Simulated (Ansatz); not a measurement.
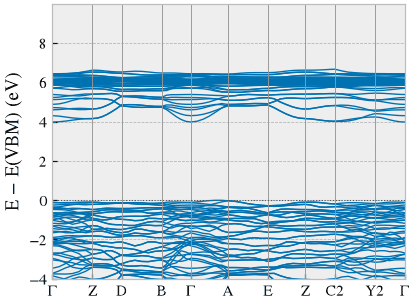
Fig. 1. Band structure from the program Ansatz at the r²SCAN level (PAW)

The gap is 3.98 eV; an edge lies off the plotted path or next to a special point (maximum off the standard path, minimum at Γ).

### Question
Which compound is it?
A. LaHO2, P2_1/m (La on 2e, H on 2e, O on 2e, O on 2e)
B. HfO2, P2_1/c (Hf on 4e, O on 4e, O on 4e)
C. KLaGeS4, P2_1 (Pearson symbol mP14)
D. LaTaO4, P2_1/c (Pearson symbol mP24)

### Answer
D, LaTaO4, P2_1/c (Pearson symbol mP24)

The workflow started from a Materials Project entry (that database holds measured and hypothetical structures alike); the Crystallography Open Database files this formula in space group No. 14, but the cells were not matched. Whether it is the stable phase at ambient conditions was not checked. The cell was relaxed with r²SCAN under the symmetry of its start; its stability against distortions is not shown here. No spin polarisation was allowed. Spin–orbit coupling is left out wherever it is not named.

Potentials: the later of the program's two PAW sets.
